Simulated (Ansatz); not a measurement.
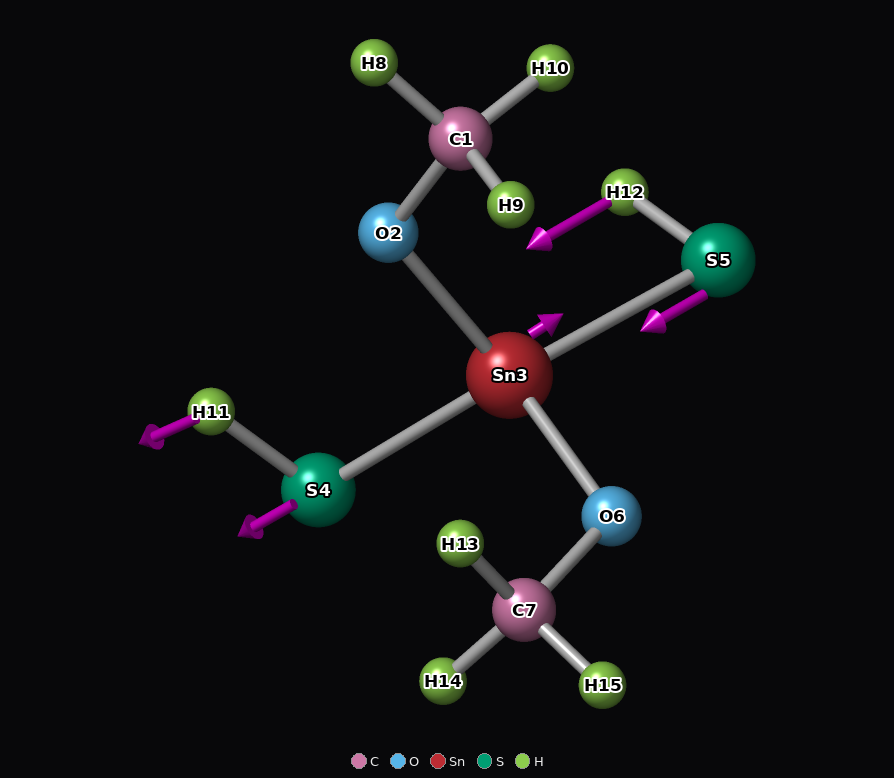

The arrows show one normal mode. Harmonic vibrations computed with RKS PBE0-D4/def2-TZVP, core potentials on Sn (Ansatz 0.2.0) at a stationary point of the same level.

### What kind of motion is it?

Mostly out-of-phase stretching of 2 Sn–S bonds.

### At what wavenumber does it lie?

383 cm⁻¹; it is mode 15 of 39 counted from the lowest.
